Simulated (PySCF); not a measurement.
**One shape, several levels: singlet [N2H3]+**

Aim: a comparison of 6 runs (B2PLYP/def2-TZVP, BLYP/def2-TZVP, M06-2X/def2-TZVP, r2SCAN/def2-TZVP, wB97M-V/def2-TZVP, CCSD(T)/def2-TZVP) of singlet [N2H3]+. Input form: a Python script.

The results are computed with PySCF 2.14.0.

4 further runs of the same task are left out: 4 set aside as unsound or not needed.

## Step 1: The molecule

The species is [N2H3]+ (5 atoms), meant as a singlet with charge +1. SMILES of the parent species: `[NH]N`. Geometry: relaxed at PBE0-D4/def2-TZVP. This is one conformer, not always the lowest. That shape belongs to the parent species and isn't relaxed for this state.

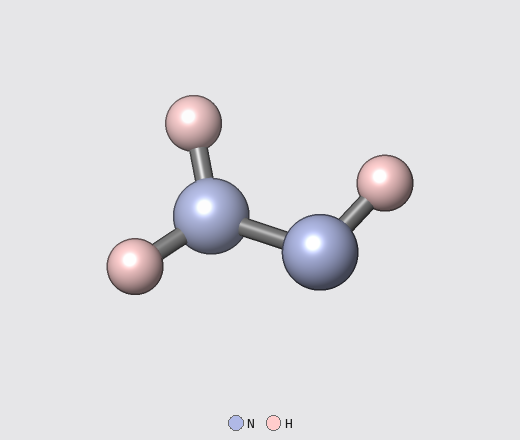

The structure, seen from a chosen angle (nitrogen light blue, hydrogen pink).

## Step 2: A single-point energy at B2PLYP/def2-TZVP (run 1)

File input.py:

```python
from pyscf import gto, dft, mp

molecule = gto.Mole()
molecule.atom = '''
N       -0.187600      -0.818050       0.454040
N       -0.128660       0.235610      -0.368450
H        0.759840      -0.951450       0.811270
H       -1.030950       0.592300      -0.640030
H        0.587360       0.941580      -0.256830
'''
molecule.charge = 1
molecule.max_memory = 1860
molecule.verbose = 3
molecule.basis = 'def2-tzvp'
molecule.build()

mf = dft.RKS(molecule)
mf.xc = '0.53*HF + 0.47*B88, 0.73*LYP'
mf.grids.level = 5
mf.conv_tol = 1e-10
mf.kernel()
if not mf.converged:
    mf = mf.newton().run(mf.mo_coeff, mf.mo_occ)

pt = mp.MP2(mf, frozen=2).run()
e_tot = mf.e_tot + 0.27 * pt.e_corr
print('PT2 part  %.8f' % (0.27 * pt.e_corr))
print(f'total energy: {e_tot:.8f} hartree')
```

The run is started by

```console
$ OMP_NUM_THREADS=1 python input.py
```

The log of the run:

```text
converged SCF energy = -110.749918069775
E(RMP2) = -111.247120521607  E_corr = -0.497202451831547
E(SCS-RMP2) = -111.245087956209  E_corr = -0.495169886434144
PT2 part  -0.13424466
total energy: -110.88416273 hartree
```

Wall time 7.8 s (1 thread of Arm Neoverse V2, shared host); peak memory 0.37 GiB.

## Step 3: A single-point energy at BLYP/def2-TZVP (run 2)

File input.py:

```python
from pyscf import gto, dft

mol = gto.Mole()
mol.atom = '''
N     -0.354513    -1.545890     0.858011
N     -0.243132     0.445238    -0.696270
H      1.435889    -1.797980     1.533078
H     -1.948213     1.119285    -1.209481
H      1.109950     1.779328    -0.485338
'''
mol.charge = 1
mol.verbose = 3
mol.max_memory = 1860
mol.spin = 0
mol.basis = 'def2-tzvp'
mol.unit = 'bohr'
mol.build()

calc0 = dft.RKS(mol, xc='blyp')
calc0.grids.level = 5
calc0.conv_tol = 1e-10
calc0.kernel()
if not calc0.converged:
    calc0 = calc0.newton().run(calc0.mo_coeff, calc0.mo_occ)

e_final = calc0.e_tot
print('E(%s) = %.9f' % ('BLYP', e_final))
```

The run is started by

```console
$ OMP_NUM_THREADS=1 python input.py
```

The log of the run:

```text
converged SCF energy = -110.948930535545
E(BLYP) = -110.948930536
```

Run time: 6.3 s. Hardware: 1 thread of Arm Neoverse V2, shared host; peak memory 0.38 GiB.

Runs 3 to 5 aren't shown in full; the table further down has their settings and results.

## Step 4: A single-point energy at CCSD(T)/def2-TZVP (run 6)

File calc.py:

```python
from pyscf import gto, cc

system = gto.Mole()
system.atom = '''
N     -0.187600    -0.818050     0.454040
N     -0.128660     0.235610    -0.368450
H      0.759840    -0.951450     0.811270
H     -1.030950     0.592300    -0.640030
H      0.587360     0.941580    -0.256830
'''
system.max_memory = 1860
system.verbose = 4
system.basis = 'def2-tzvp'
system.charge = 1
system.build()

hf = system.RHF()
hf.conv_tol = 1e-10
hf.kernel()
if not hf.converged:
    hf = hf.newton().run(hf.mo_coeff, hf.mo_occ)

mycc = cc.CCSD(hf, frozen=2)
mycc.kernel()
e_t = mycc.ccsd_t()
e_final = mycc.e_tot + e_t
print('E(%s) = %.9f' % ('CCSD(T)', e_final))
```

The run is started by

```console
$ OMP_NUM_THREADS=1 python calc.py
```

The log of the run:

```text
PySCF version 2.14.0

[INPUT] num. atoms = 5
[INPUT] num. electrons = 16
[INPUT] charge = 1
[INPUT] spin (= nelec alpha-beta = 2S) = 0
[INPUT] symmetry False subgroup None
[INPUT] Mole.unit = angstrom
[INPUT] Symbol           X                Y                Z      unit          X                Y                Z       unit  Magmom
[INPUT]  1 N     -0.187600000000  -0.818050000000   0.454040000000 AA   -0.354512620968  -1.545890456200   0.858011249598 Bohr   0.0
[INPUT]  2 N     -0.128660000000   0.235610000000  -0.368450000000 AA   -0.243132163187   0.445238372209  -0.696269590596 Bohr   0.0
[INPUT]  3 H      0.759840000000  -0.951450000000   0.811270000000 AA    1.435889498490  -1.797979921217   1.533078113076 Bohr   0.0
[INPUT]  4 H     -1.030950000000   0.592300000000  -0.640030000000 AA   -1.948213148120   1.119284783580  -1.209481411505 Bohr   0.0
[INPUT]  5 H      0.587360000000   0.941580000000  -0.256830000000 AA    1.109949536525   1.779328324368  -0.485338360572 Bohr   0.0

[... 52 lines left out ...]
converged SCF energy = -110.323521079304
[... 12 lines left out ...]
Init t2, MP2 energy = -110.72193331528  E_corr(MP2) -0.398412235976202
[... 16 lines left out ...]
CCSD converged
[... 2 lines left out ...]
E(CCSD(T)) = -110.759857978
```

Run time: 9.9 s. Hardware: 1 thread of Arm Neoverse V2, shared host; peak memory 0.33 GiB.

## Step 5: Overview of the runs

| run | level | frozen core orbitals | nlc grid | energy (Eh) | HOMO energy (eV) | LUMO energy (eV) | HOMO–LUMO gap (eV) | wall time |
| --- | --- | --- | --- | --- | --- | --- | --- | --- |
| 1 | B2PLYP/def2-TZVP | 2 | – | -110.884163 | -19.36 | -9.57 | 9.79 | 7.8 s |
| 2 | BLYP/def2-TZVP | – | – | -110.948931 | -15.70 | -12.59 | 3.11 | 6.3 s |
| 3 | M06-2X/def2-TZVP | – | – | -110.913294 | -19.20 | -10.10 | 9.10 | 17 s |
| 4 | r2SCAN/def2-TZVP | – | – | -110.905911 | -16.17 | -12.53 | 3.64 | 14 s |
| 5 | wB97M-V/def2-TZVP | – | 1 | -110.926412 | -20.06 | -8.80 | 11.25 | 32 s |
| 6 | CCSD(T)/def2-TZVP | 2 | – | -110.759858 | -22.14 | -6.48 | 15.66 | 9.9 s |

## Step 6: Summary of results

| quantity | value |
| --- | --- |
| run 6: total energy | -110.75986 Eh |
| run 6: HOMO energy (Hartree–Fock orbitals) | -22.14 eV |
| run 6: LUMO energy (Hartree–Fock orbitals) | -6.48 eV |
| run 6: HOMO–LUMO gap (Hartree–Fock orbitals) | 15.66 eV |
| run 6: correlation energy (2 core orbitals frozen) | -436.3 mEh |
| run 6: (T) correction | -20.03 mEh |
| run 6: T1 diagnostic | 0.026 |

What this shows: Over runs 1, 2, 3, 4, 5 the HOMO–LUMO gap runs from 3.11 eV (BLYP/def2-TZVP) to 11.25 eV (wB97M-V/def2-TZVP). Totals of different functionals can't be ranked against each other. All runs together took 87 s, the longest 32 s.
